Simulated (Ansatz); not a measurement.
# FH4NOSSn: a ladder of functionals and wavefunction methods, part 2 of 2

Ansatz 0.2.0, Gaussian basis; functionals in def2-TZVPP, the program's frozen cores in correlated methods. The steps go on from the part before.

## Step 17: ωB97M-V (range-separated)

File in.yaml:

```yaml
crystal:
  periodic: [false, false, false]
  atoms:
    - {symbol: N, position_ang: [1.291560, 1.213853, -0.487896]}
    - {symbol: Sn, position_ang: [-0.071718, -0.133739, 0.041078]}
    - {symbol: O, position_ang: [0.931813, -1.790954, 0.164588]}
    - {symbol: F, position_ang: [-1.439572, -0.477803, -1.272315]}
    - {symbol: S, position_ang: [-1.333013, 0.508180, 1.943939]}
    - {symbol: H, position_ang: [1.897338, 0.900076, -1.235277]}
    - {symbol: H, position_ang: [0.909414, 2.118887, -0.727111]}
    - {symbol: H, position_ang: [0.374312, -2.568613, 0.250578]}
    - {symbol: H, position_ang: [-2.471735, 0.183712, 1.305318]}
basis:
  gaussian: {orbitals: def2-TZVPP}
hamiltonian: {xc: {name: wB97M-V}}
output: {forces: true, orbitals: {seedname: orbitals}}
```

On the command line:

```sh
ansatz run in.yaml --threads 4 --pin off --events-out ev --progress --plain --max-ram 10444MiB
```

Standard output (excerpt; [...] marks lines left out):

```text
Functional definition: wB97M-V
  name "wB97M-V"
  cite "Mardirossian & Head-Gordon, J. Chem. Phys. 144, 214110 (2016) doi:10.1063/1.4952647"
  cite "Becke, J. Chem. Phys. 107, 8554 (1997) doi:10.1063/1.475007"
  cite "Vydrov & Van Voorhis, J. Chem. Phys. 133, 244103 (2010) doi:10.1063/1.3521275"
  # Of w^i u^j: cxij and so on, Table III.
[...]
  gx(w, u) = 1 - cx + cx01*u + cx10*w
[...]
Atom 5 at     1.897338     0.900076    -1.235277 Å, force    -0.014781     0.035694     0.032093 eV/Å
Atom 6 at     0.909414     2.118887    -0.727111 Å, force     0.037810    -0.026028     0.005550 eV/Å
Atom 7 at     0.374312    -2.568613     0.250578 Å, force     0.045429     0.022998    -0.002810 eV/Å
Atom 8 at    -2.471735     0.183712     1.305318 Å, force     0.077556     0.020853     0.041761 eV/Å
Dipole moment:    -0.031082     0.132743    -0.024833 e Å
```

Wall time 14 s (4 threads of Arm Neoverse V1, shared host); peak memory 0.9 GiB.

Atomisation energy: 2915.2 kJ/mol (free atoms -22957.934 eV, run apart). HOMO -10.24 eV, LUMO 0.36 eV.

## Step 18: B2PLYP (double hybrid)

Changes to in.yaml since step 17:

```diff
@@ -14,3 +14,2 @@
   gaussian: {orbitals: def2-TZVPP}
-hamiltonian: {xc: {name: wB97M-V}}
-output: {forces: true, orbitals: {seedname: orbitals}}
+hamiltonian: {xc: {name: B2PLYP}}
```

Launched as before.

Standard output (excerpt; [...] marks lines left out):

```text
Functional definition: B2PLYP
  name "B2PLYP"
  cite "Grimme, J. Chem. Phys. 124, 034108 (2006) doi:10.1063/1.2148954"
  cite "Becke, Phys. Rev. A 38, 3098 (1988) doi:10.1103/PhysRevA.38.3098"
  cite "Lee, Yang & Parr, Phys. Rev. B 37, 785 (1988) doi:10.1103/PhysRevB.37.785"
[...]
1621 factors; integrals over basis functions are off by at most 8.2e-4 eV
[...]
mean field -22968.18288152 eV, -844.0651525025 hartree, gradient 2.9e-6 eV, S^2 0.000000; 0 other end points of the search recorded, 0 dependent functions left out
12 core orbitals not correlated: weight in the atoms' cores, before any rotation towards them, 1.000 or more for the frozen orbitals, at most 0.000 for the correlated occupied ones
reference -22968.18305652 eV, -844.0651589334 hartree; 21, 21 occupied and 208, 208 virtual orbitals, 1621 factors
second order -39.67589457 eV of doubles, -0.00000000 eV of singles
Total energy: -22978.89554805 eV, -844.4588357361 hartree
```

It took 6.5 s on 4 threads of Arm Neoverse V1, shared host; peak memory 0.65 GiB.

With the free atoms at this level, -22949.272 eV in sum, the atomisation energy is 2858.2 kJ/mol.

## Step 19: PBE-QIDH (double hybrid)

Changes to in.yaml since step 18:

```diff
@@ -14,2 +14,2 @@
   gaussian: {orbitals: def2-TZVPP}
-hamiltonian: {xc: {name: B2PLYP}}
+hamiltonian: {xc: {name: PBE-QIDH}}
```

Launched as before.

Standard output (excerpt; [...] marks lines left out):

```text
Functional definition: PBE-QIDH
  name "PBE-QIDH"
  cite "Brémond, Sancho-García, Pérez-Jiménez & Adamo, J. Chem. Phys. 141, 031101 (2014) doi:10.1063/1.4890314"
  cite "Perdew, Burke & Ernzerhof, Phys. Rev. Lett. 77, 3865 (1996) doi:10.1103/PhysRevLett.77.3865"
[...]
1621 factors; integrals over basis functions are off by at most 8.2e-4 eV
[...]
mean field -22961.06445041 eV, -843.8035549841 hartree, gradient 9.8e-6 eV, S^2 0.000000; 0 other end points of the search recorded, 0 dependent functions left out
12 core orbitals not correlated: weight in the atoms' cores, before any rotation towards them, 1.000 or more for the frozen orbitals, at most 0.000 for the correlated occupied ones
reference -22961.06446409 eV, -843.8035554870 hartree; 21, 21 occupied and 208, 208 virtual orbitals, 1621 factors
second order -36.84343627 eV of doubles, -0.00000000 eV of singles
Total energy: -22973.34560952 eV, -844.2548792568 hartree
```

Wall time 6.5 s (4 threads of Arm Neoverse V1, shared host); peak memory 0.65 GiB.

With the free atoms at this level, -22943.877 eV in sum, the atomisation energy is 2843.3 kJ/mol.

## Step 20: Frontier levels by functional

Dipoles come from the runs that computed forces. Levels, from each run's orbital file:

```
  functional  HOMO (eV)  LUMO (eV)  gap (eV)  dipole (D)
 LDA (SPW92)      -6.84      -2.83      4.00            
      PBE-D4      -6.67      -2.53      4.15        0.62
   revPBE-D4      -6.61      -2.41      4.20            
     BLYP-D4      -6.52      -2.49      4.03            
   r2SCAN-D4      -6.99      -2.28      4.71        0.63
      B97M-V      -7.04      -2.26      4.78            
     PBE0-D4      -8.00      -1.58      6.42            
    B3LYP-D4      -7.74      -1.92      5.82        0.66
  r2SCANh-D4      -7.48      -1.94      5.54            
  r2SCAN0-D4      -8.21      -1.43      6.78            
    HSE06-D4      -7.60      -1.95      5.64            
    BHLYP-D4      -9.15      -0.65      8.50            
CAM-B3LYP-D4      -9.36      -0.62      8.74            
     LC-ωPBE     -10.79       0.70     11.49            
     ωB97X-V     -10.40       0.54     10.94            
     ωB97M-V     -10.24       0.36     10.60        0.67
```

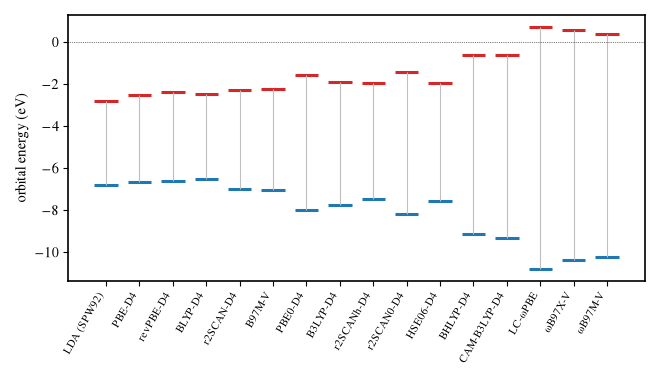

Highest occupied (blue) and lowest empty (red) level by functional.

## Step 21: CCSD(T) in def2-SVP

Changes to in.yaml since step 19:

```diff
@@ -13,3 +13,3 @@
 basis:
-  gaussian: {orbitals: def2-TZVPP}
-hamiltonian: {xc: {name: PBE-QIDH}}
+  gaussian: {orbitals: def2-SVP}
+correlation: {method: ccsd_t}
```

The command is unchanged.

Standard output (excerpt; [...] marks lines left out):

```text
Functional definition: HF
  name "HF"
  cite "Fock, Z. Phys. 61, 126 (1930) doi:10.1007/BF01340294"
  parent pbe
[...]
1112 factors; integrals over basis functions are off by at most 6.7e-4 eV
[...]
mean field -22904.31105828 eV, -841.7179062921 hartree, gradient 1.7e-6 eV, S^2 0.000000; 0 other end points of the search recorded, 0 dependent functions left out
12 core orbitals not correlated: weight in the atoms' cores, before any rotation towards them, 1.000 or more for the frozen orbitals, at most 0.000 for the correlated occupied ones
reference -22904.31105828 eV, -841.7179062921 hartree; 21, 21 occupied and 73, 73 virtual orbitals, 1112 factors
second order -21.52139178 eV of doubles, -0.00000000 eV of singles
cycle   1  -21.78065103 eV  change   -2.6e-1 eV  update   1.1e-1
[...]
cycle   9  -22.42257461 eV  change   -6.9e-6 eV  update   2.7e-5
perturbative correction -0.53580829 eV, -0.0196905913 hartree
Total energy: -22927.26944118 eV, -842.5616113019 hartree
```

Run time: 9 s. Hardware: 4 threads of Arm Neoverse V1, shared host; peak memory 0.55 GiB.

## Step 22: CCSD(T) in def2-TZVPP

Changes to in.yaml since step 21:

```diff
@@ -13,3 +13,4 @@
 basis:
-  gaussian: {orbitals: def2-SVP}
+  gaussian: {orbitals: def2-TZVPP}
 correlation: {method: ccsd_t}
+output: {orbitals: {seedname: orbitals}}
```

The command is unchanged.

Standard output (excerpt; [...] marks lines left out):

```text
Functional definition: HF
  name "HF"
  cite "Fock, Z. Phys. 61, 126 (1930) doi:10.1007/BF01340294"
  parent pbe
[...]
1621 factors; integrals over basis functions are off by at most 8.2e-4 eV
[...]
mean field -22916.76755925 eV, -842.1756742594 hartree, gradient 2.5e-6 eV, S^2 0.000000; 0 other end points of the search recorded, 0 dependent functions left out
12 core orbitals not correlated: weight in the atoms' cores, before any rotation towards them, 1.000 or more for the frozen orbitals, at most 0.000 for the correlated occupied ones
reference -22916.76755925 eV, -842.1756742594 hartree; 21, 21 occupied and 208, 208 virtual orbitals, 1621 factors
second order -32.89710888 eV of doubles, -0.00000000 eV of singles
cycle   1  -32.39269080 eV  change    5.0e-1 eV  update   1.3e-1
[...]
cycle  10  -33.28656406 eV  change   -2.4e-5 eV  update   2.1e-5
perturbative correction -1.21476486 eV, -0.0446417852 hartree
Total energy: -22951.26888817 eV, -843.4435747113 hartree
```

It took 4.6 min on 4 threads of Arm Neoverse V1, shared host; peak memory 5.3 GiB.

## Step 23: MP2 in def2-QZVPP

Changes to in.yaml since step 22:

```diff
@@ -13,4 +13,3 @@
 basis:
-  gaussian: {orbitals: def2-TZVPP}
-correlation: {method: ccsd_t}
-output: {orbitals: {seedname: orbitals}}
+  gaussian: {orbitals: "def2-QZVPP.json"}
+correlation: {method: mp2}
```

The command is unchanged.

Standard output (excerpt; [...] marks lines left out):

```text
Functional definition: HF
  name "HF"
  cite "Fock, Z. Phys. 61, 126 (1930) doi:10.1007/BF01340294"
  parent pbe
[...]
2720 factors; integrals over basis functions are off by at most 1.0e-3 eV
[...]
mean field -22917.47327091 eV, -842.2016086847 hartree, gradient 2.2e-6 eV, S^2 0.000000; 0 other end points of the search recorded, 0 dependent functions left out
12 core orbitals not correlated: weight in the atoms' cores, before any rotation towards them, 1.000 or more for the frozen orbitals, at most 0.000 for the correlated occupied ones
reference -22917.47327091 eV, -842.2016086847 hartree; 21, 21 occupied and 410, 410 virtual orbitals, 2720 factors
second order -40.81060430 eV of doubles, -0.00000000 eV of singles
Total energy: -22958.28387521 eV, -843.7013707302 hartree
```

Run time: 19 s. Hardware: 4 threads of Arm Neoverse V1, shared host; peak memory 2.3 GiB.

Energy pieces by basis (eV):

```
     basis           HF  MP2 correlation  CCSD correlation      (T)              total
  def2-SVP  -22904.3111         -21.5214          -22.4226  -0.5358        -22927.2694
def2-TZVPP  -22916.7676         -32.8971          -33.2866  -1.2148        -22951.2689
def2-QZVPP  -22917.4733         -40.8106                             -22958.2839 (MP2)
```

The report of the def2-TZVPP run gives T1 = 0.0135.

## Step 24: The basis-set limit

No new run: Hartree-Fock is extrapolated as exp(−7.88√X) and correlation as X^−2.97, with X = 3 and 4; only MP2 was run in the larger set, so CCSD(T) minus MP2 is added from the smaller one.

```csv
level,energy at the limit (eV)
HF,-22917.5705
MP2,-22964.2429
CCSD,-22964.6324
CCSD(T),-22965.8471
```

This is no true limit for total energies: MP2 correlation changes by a factor of 1.24 from triple to quadruple zeta (about 1.07 in light molecules), because outer-core shells are correlated in sets not made for them. Much of that cancels between molecule and atoms or ions.

## Step 25: RPA on PBE orbitals

Changes to in.yaml since step 23:

```diff
@@ -13,3 +13,4 @@
 basis:
-  gaussian: {orbitals: "def2-QZVPP.json"}
-correlation: {method: mp2}
+  gaussian: {orbitals: def2-TZVPP}
+hamiltonian: {xc: pbe}
+correlation: {method: rpa}
```

Launched as before.

Standard output (excerpt; [...] marks lines left out):

```text
Functional definition: PBE
  name "PBE"
  cite "Perdew, Burke & Ernzerhof, Phys. Rev. Lett. 77, 3865 (1996) doi:10.1103/PhysRevLett.77.3865"
  parent pbe
[...]
1621 factors; integrals over basis functions are off by at most 8.2e-4 eV
[...]
mean field -22980.62273982 eV, -844.5223088627 hartree, gradient 1.9e-6 eV, S^2 0.000000; 0 other end points of the search recorded, 0 dependent functions left out
12 core orbitals not correlated: weight in the atoms' cores, before any rotation towards them, 1.000 or more for the frozen orbitals, at most 0.000 for the correlated occupied ones
reference -22914.65915693 eV, -842.0981919032 hartree; 21, 21 occupied and 208, 208 virtual orbitals, 1621 factors
Total energy: -22964.34015319 eV, -843.9239348410 hartree
```

Wall time 7 s (4 threads of Arm Neoverse V1, shared host); peak memory 0.61 GiB.

RPA correlation: -49.681 eV. No RPA run of the hydrogen atom was made, so RPA has no atomisation energy below.

## Step 26: The ladder

Atomisation energy = energies of 1 N, 1 Sn, 1 O, 1 F, 1 S, 4 H (separate runs, same level) minus the molecule's; electronic only, no spin-orbit term.

Differences are taken before rounding.

```
            method             rung  atomisation energy (kJ/mol)  from CCSD(T)/CBS (kJ/mol)     time
       LDA (SPW92)              LDA                       3415.0                     +470.9    1.6 s
            PBE-D4              GGA                       2975.0                      +30.8    3.2 s
         revPBE-D4              GGA                       2875.0                      -69.1    3.1 s
           BLYP-D4              GGA                       2917.4                      -26.8    3.6 s
         r2SCAN-D4         meta-GGA                       2901.0                      -43.1      6 s
            B97M-V         meta-GGA                       2930.2                      -14.0     12 s
           PBE0-D4           hybrid                       2870.6                      -73.6    4.8 s
          B3LYP-D4           hybrid                       2886.1                      -58.1      8 s
        r2SCANh-D4           hybrid                       2862.7                      -81.4    7.5 s
        r2SCAN0-D4           hybrid                       2808.1                     -136.0     12 s
          HSE06-D4           hybrid                       2872.3                      -71.9      7 s
          BHLYP-D4           hybrid                       2748.7                     -195.4    3.8 s
      CAM-B3LYP-D4  range-separated                       2907.2                      -36.9    4.3 s
           LC-ωPBE  range-separated                       2879.3                      -64.8    2.9 s
           ωB97X-V  range-separated                       2930.9                      -13.3    9.1 s
           ωB97M-V  range-separated                       2915.2                      -28.9     14 s
            B2PLYP    double hybrid                       2858.2                      -85.9    6.5 s
          PBE-QIDH    double hybrid                       2843.3                     -100.9    6.5 s
     HF/def2-TZVPP     wavefunction                       1849.3                    -1094.9         
    MP2/def2-TZVPP     wavefunction                       2882.3                      -61.8         
   CCSD/def2-TZVPP     wavefunction                       2748.9                     -195.3         
  CCSD(T)/def2-SVP     wavefunction                       2610.8                     -333.4      9 s
CCSD(T)/def2-TZVPP     wavefunction                       2815.5                     -128.6  4.6 min
           MP2/CBS     wavefunction                       3010.9                      +66.8         
       CCSD(T)/CBS     wavefunction                       2944.1                          0  4.9 min
```

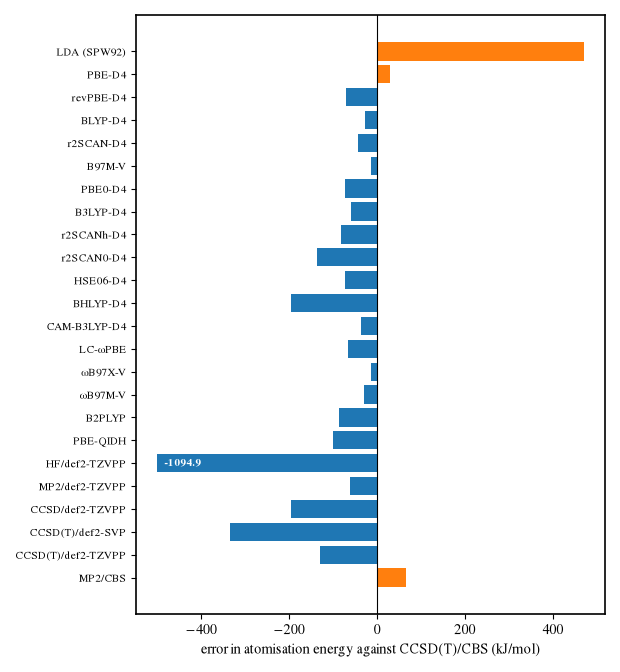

How far each level lands from CCSD(T)/CBS. Bars with a number in them are cut short.

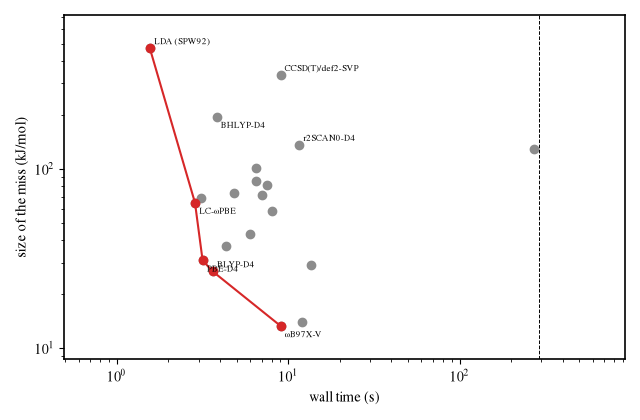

Miss against cost. Red marks the levels that no quicker level drawn beats (of those quicker than the yardstick), and the dashed line is the time of CCSD(T)/CBS. Only those levels and the largest misses are named. Times are from a shared host.

LDA (SPW92), LC-ωPBE, B2PLYP, PBE-QIDH carry no dispersion term (for B3LYP, D4 adds 33.7 kJ/mol).

Times are those of the molecule's run; HF, MP2 and CCSD come out of the CCSD(T) runs, and the limit's time is the sum of the runs that it needs.

## Step 27: Summary of results

The summary covers parts 1 to 2.

| quantity | value |
| --- | --- |
| atomisation energy, CCSD(T)/CBS | 2944.1 kJ/mol |
| functionals within 29.4 kJ/mol (1.0 %) | BLYP-D4, B97M-V, ωB97X-V, ωB97M-V |
| farthest beyond LDA | BHLYP-D4 (-195.4 kJ/mol) |
| mean size of error, GGA | 42.3 kJ/mol |
| mean size of error, meta-GGA | 28.5 kJ/mol |
| mean size of error, hybrid | 102.7 kJ/mol |
| mean size of error, range-separated | 36.0 kJ/mol |
| mean size of error, double hybrid | 93.4 kJ/mol |
| gap, smallest and largest | 4.00 eV (LDA (SPW92)), 11.49 eV (LC-ωPBE) |
| T1 diagnostic | 0.0135 |
| triples share of the correlation energy | 3.5 % |

What this shows: LDA overbinds by 470.9 kJ/mol (16 %). PBE-D4 is off by +30.8 kJ/mol. Double hybrids carry the basis error of their MP2 part in triple zeta, and no dispersion term here, so their miss is partly the set-up's. Taken by rung, meta-GGA functionals do best (28.5 kJ/mol on average) and hybrid ones worst beyond LDA (102.7 kJ/mol). double hybrid functionals lie within the reference's doubt of that worst mean (93.4 kJ/mol), so those two tie. The gap between the best rungs is small, so their order is not settled. The mean of the hybrids holds BHLYP, with half exact exchange. Misses under about 29.4 kJ/mol are within the doubt on the reference itself, which lacks core-valence correlation, spin-orbit coupling and higher excitations, and its outer-core shells are covered unevenly. All levels share the lack of spin-orbit coupling, which lowers the free heavy atoms and so the true binding. Hartree-Fock recovers 63 % of the binding; the rest is correlation. CCSD(T) in def2-SVP is off by -333.4 kJ/mol, which most functionals beat. Orbital gaps span 4.0 to 11.5 eV; exact exchange widens them. Correlated methods include outer-core shells of Sn, which these sets cover unevenly.

For cost: ωB97X-V gets within 13.3 kJ/mol in 9.1 s, where CCSD(T)/CBS took 4.9 min; the quickest level in the cost chart, LDA (SPW92), takes 1.6 s and misses by 470.9 kJ/mol.
